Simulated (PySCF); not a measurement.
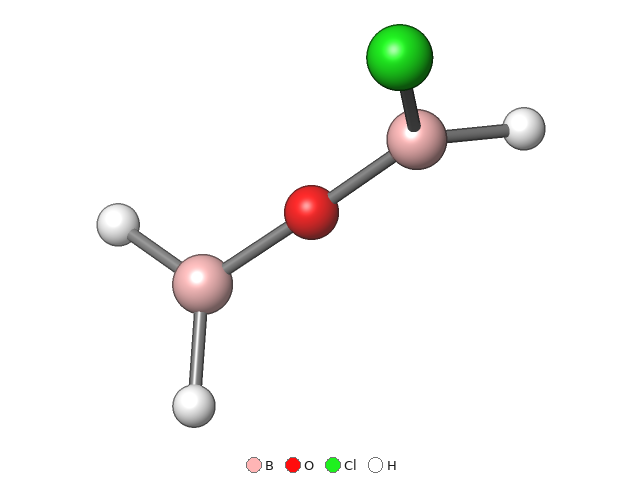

The picture shows a molecular structure as a ball-and-stick model.

The geometry was computed by an optimisation with PBE0-D3(BJ)/def2-SVP. No frequency run is at hand to confirm it as a minimum.

Count the atoms of each element.

B2ClH3O, 7 atoms: 2 boron, 1 chlorine, 3 hydrogen and 1 oxygen.

Give the symmetry (Schoenflies symbol).

Cs.

More results for the same structure follow; atom numbers are the same in all pictures, views and colours differ.

**Shape**

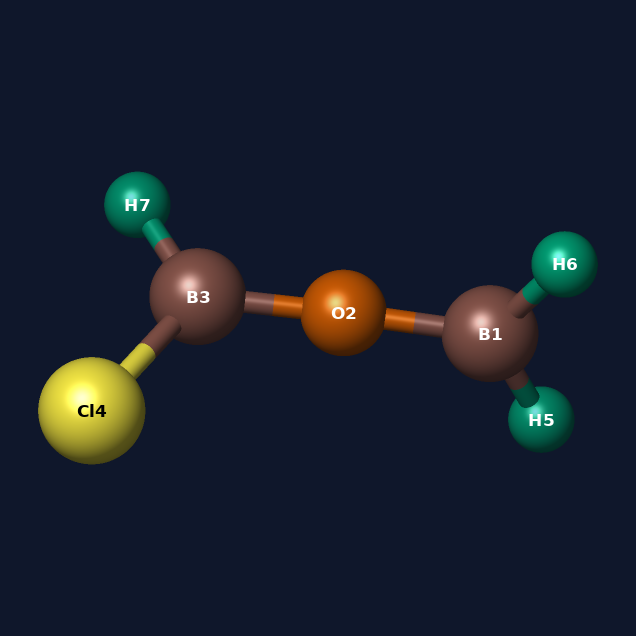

No frequency run is at hand to confirm it as a minimum.

Estimate the angles O2–B1–H5, H5–B1–H6, B1–O2–B3, O2–B3–Cl4, O2–B3–H7, Cl4–B3–H7.

| angle | degrees |
| --- | --- |
| O2–B1–H5 | 118.4 |
| H5–B1–H6 | 123.1 |
| B1–O2–B3 | 178.0 |
| O2–B3–Cl4 | 119.5 |
| O2–B3–H7 | 120.9 |
| Cl4–B3–H7 | 119.6 |

**Electronic properties**

No frequency run is at hand to confirm it as a minimum. Properties computed with B3LYP/6-31G*, gas phase (PySCF 2.14.0).

Computed properties:

- dipole moment: 1.11 D
- HOMO energy (Kohn–Sham orbital): −8.54 eV
- LUMO energy (Kohn–Sham orbital): −0.90 eV
- HOMO–LUMO gap: 7.64 eV

**Spin–spin coupling**

No frequency run is at hand to confirm it as a minimum. Level of theory: B3LYP/cc-pVTZ indirect spin-spin coupling, non-relativistic, gas phase (PySCF 2.14.0). Isotopes: 11B, 1H, 17O.

Give the spin–spin coupling constants of these pairs, with the number of bonds between them: B1/H6, B3/H7, B1/B3, O2/H5, O2/H6, O2/H7, B3/H5, B3/H6.

| pair | bonds apart | J (Hz) |
| --- | --- | --- |
| B1, H6 | 1 | 151.8 |
| B3, H7 | 1 | 194.9 |
| B1, B3 | 2 | 2.8 |
| O2, H5 | 2 | −4.7 |
| O2, H6 | 2 | −4.8 |
| O2, H7 | 2 | −10.8 |
| B3, H5 | 3 | 0.8 |
| B3, H6 | 3 | 0.8 |

**Quadrupole coupling**

No frequency run is at hand to confirm it as a minimum. Electric field gradients from the ground-state density, B3LYP/6-31G* (PySCF 2.14.0), non-relativistic apart from any core potentials.

Give the largest field-gradient component, the quadrupole coupling constant and the asymmetry for 11B at B1 (Q = 40.59 mb), 17O at O2 (Q = −25.6 mb), 11B at B3 (Q = 40.59 mb), 35Cl at Cl4 (Q = −81.7 mb).

```json
{"atom": "B1", "V_zz (a.u.)": "0.430", "e²qQ/h (MHz)": "4.10", "η": "0.50"}
{"atom": "O2", "V_zz (a.u.)": "0.850", "e²qQ/h (MHz)": "−5.11", "η": "0.15"}
{"atom": "B3", "V_zz (a.u.)": "0.312", "e²qQ/h (MHz)": "2.98", "η": "0.65"}
{"atom": "Cl4", "V_zz (a.u.)": "1.993", "e²qQ/h (MHz)": "−38.3", "η": "0.53"}
```
